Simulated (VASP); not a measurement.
Band structure of NaF (rock salt). Computed with PBEsol GGA, VASP's PBE PAW potentials (set 64) (plane waves; VASP).

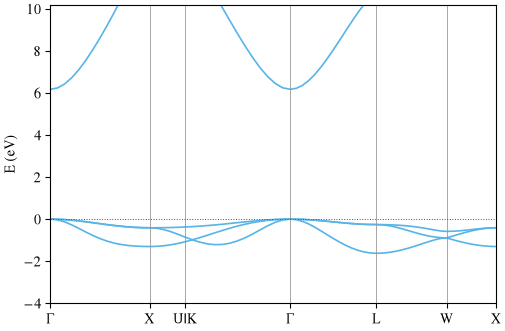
*Bands along high-symmetry lines, zero at the valence-band maximum or, without a gap, the Fermi level*

### Question
Read the plot: is there a gap, and where are the band edges?

### Answer
The gap is direct, 6.17 eV, from the valence maximum at Γ to the conduction minimum at Γ. (Edges off the drawn lines would not show.)

Measured: gap 11.70 eV (computed value off by -5.53 eV), as given by David Koller et al., Journal of Physics Condensed Matter (2013), arXiv:1304.4470.

The compound is NaF in the rock salt structure. The cell was not relaxed at this level.
